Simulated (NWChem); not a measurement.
# PO (Phosphorus monoxide) at UB3LYP/6-31G(d) (Cartesian functions)

Aim: the vertical ionisation energy of PO (Phosphorus monoxide) at UB3LYP/6-31G* (Cartesian functions), from 2 runs. 

The results are computed with NWChem 7.3.0.

3 further runs of the same task are left out: 3 set aside as unsound or not needed. Runs told in other sessions of the task aren't counted.

## 1. The molecule

The species is PO (2 atoms), meant as a doublet with charge 0. As SMILES, `O=[P]`. The shape is that of a PBE0-D4/def2-TZVP optimisation.

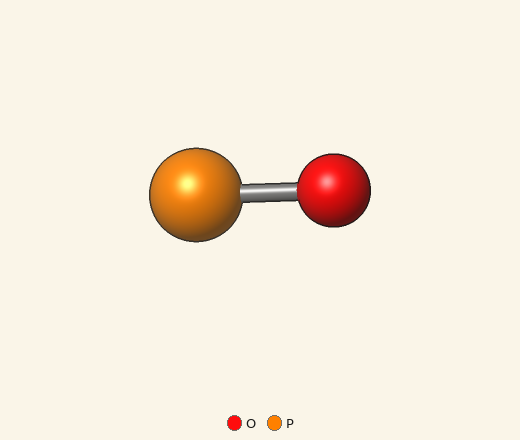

Viewed from a chosen angle; oxygen red, phosphorus orange.

## 2. Energy and forces at UB3LYP/6-31G(d) (Cartesian functions)

The input, mol.nw:

```
start mol
title "OP B3LYP"
memory stack 880 mb heap 220 mb global 1100 mb

geometry units angstrom noautosym nocenter noautoz
  O        0.000000       0.000000      -0.009450
  P        0.000000       0.000000       1.464540
end

basis cartesian
  * library 6-31G*
end

dft
  xc b3lyp
  mult 2
  grid xfine
  convergence energy 1e-08
  maxiter 100
  mulliken
  print medium
end

task dft gradient
```

On the command line:

```
$ nwchem mol.nw > mol.out
```

Output:

```text
[...]
          Wavefunction type:  spin polarized.
          No. of atoms     :     2
          No. of electrons :    23
[...]
          Charge           :     0
          Spin multiplicity:     2
[...]
          AO basis - number of functions:    34
[...]
              XC Information
              --------------
                         B3LYP Method XC Potential
                     Hartree-Fock (Exact) Exchange  0.200
                        Slater Exchange Functional  0.800 local
                    Becke 1988 Exchange Functional  0.720 non-local
              Lee-Yang-Parr Correlation Functional  0.810
                  VWN I RPA Correlation Functional  0.190 local
[...]
 d= 0,ls=0.0,diis     1   -416.4364553935 -4.60D+02  2.76D-02  1.81D-01     0.7
[...]
 d= 0,ls=0.0,diis    10   -416.5298695386 -7.19D-09  3.98D-06  6.42D-09     4.9
[...]
         Total DFT energy =     -416.529869538586
      One electron energy =     -660.744947180101
           Coulomb energy =      232.930616629703
    Exchange-Corr. energy =      -31.796747056062
 Nuclear repulsion energy =       43.081208067873
[...]
      Total Density - Mulliken Population Analysis
     ---------------------------------------------
    Atom       Charge   Shell Charges
 -----------   ------   -------------------------------------------------------
    1 O    8     8.40   1.99  0.95  2.82  0.94  1.67  0.02
    2 P   15    14.60   2.00  1.99  5.97  1.39  1.96  0.58  0.65  0.07
[...]
      <S2> =      0.7525 (Exact =     0.7500)
[...]
  wavefunction    = open shell
                         DFT ENERGY GRADIENTS
    atom               coordinates                        gradient
                 x          y          z           x          y          z
   1 O       0.000000   0.000000  -0.017858    0.000000  -0.000000   0.030288
   2 P       0.000000   0.000000   2.767579   -0.000000   0.000000  -0.030288
[...]
```

Wall time 6.6 s (1 thread of Intel Xeon Platinum 8559C (Emerald Rapids), shared host); peak memory 0.12 GiB.

## 3. The singlet cation: the energy at B3LYP/6-31G(d) (Cartesian functions)

The input, m1.nw:

```
start m1
memory stack 880 mb heap 220 mb global 1100 mb
charge 1
geometry noautosym nocenter noautoz
   O      0.000000     0.000000    -0.009450
   P      0.000000     0.000000     1.464540
end
basis
   O library 6-31G*
   P library 6-31G*
end
dft
   xc b3lyp
   grid xfine
   convergence energy 1e-08
   iterations 100
   mulliken
end
task dft energy
```

On the command line:

```
$ nwchem m1.nw > m1.out
```

Output:

```text
[...]
          Wavefunction type:  closed shell.
          No. of atoms     :     2
          No. of electrons :    22
[...]
          Charge           :     1
          Spin multiplicity:     1
[...]
          AO basis - number of functions:    34
[...]
              XC Information
              --------------
                         B3LYP Method XC Potential
                     Hartree-Fock (Exact) Exchange  0.200
                        Slater Exchange Functional  0.800 local
                    Becke 1988 Exchange Functional  0.720 non-local
              Lee-Yang-Parr Correlation Functional  0.810
                  VWN I RPA Correlation Functional  0.190 local
[...]
 d= 0,ls=0.0,diis     1   -415.9743055415 -4.59D+02  8.87D-02  2.74D+00     0.5
[...]
 d= 0,ls=0.0,diis    10   -416.2199067604 -3.38D-10  3.12D-07  2.65D-10     2.7
         Total DFT energy =     -416.219906760414
      One electron energy =     -652.631615566882
           Coulomb energy =      224.757819841080
    Exchange-Corr. energy =      -31.427319102485
 Nuclear repulsion energy =       43.081208067873
[...]
      Total Density - Mulliken Population Analysis
     ---------------------------------------------
    Atom       Charge   Shell Charges
 -----------   ------   -------------------------------------------------------
    1 O    8     8.15   1.99  0.99  2.75  0.92  1.48  0.04
    2 P   15    13.85   2.00  1.99  5.97  1.58  1.67  0.40  0.20  0.04
[...]
```

Run time: 3.3 s. Hardware: 1 thread of Intel Xeon Platinum 8559C (Emerald Rapids), shared host; peak memory 0.12 GiB.

## 4. What came out

At UB3LYP/6-31G* (Cartesian functions):

```
                                          quantity          value
                          doublet PO: total energy  -416.52987 Eh
                         doublet PO: dipole moment         1.94 D
    doublet PO: HOMO energy (highest over α and β)       -5.21 eV
     doublet PO: LUMO energy (lowest over α and β)       -3.26 eV
                                  doublet PO: ⟨S²⟩          0.752
              doublet PO: largest force on an atom     1.557 eV/Å
                      singlet cation: total energy  -416.21991 Eh
                       singlet cation: HOMO energy      -19.25 eV
                       singlet cation: LUMO energy      -11.66 eV
                     singlet cation: HOMO–LUMO gap        7.59 eV
vertical ionisation energy (to the singlet cation)       8.435 eV
```

**Reading.** Removing an electron at fixed nuclei costs 8.43 eV (195 kcal/mol). The largest force (doublet PO) is 1.56 eV/Å: the shape isn't a stationary point for this species at this level.
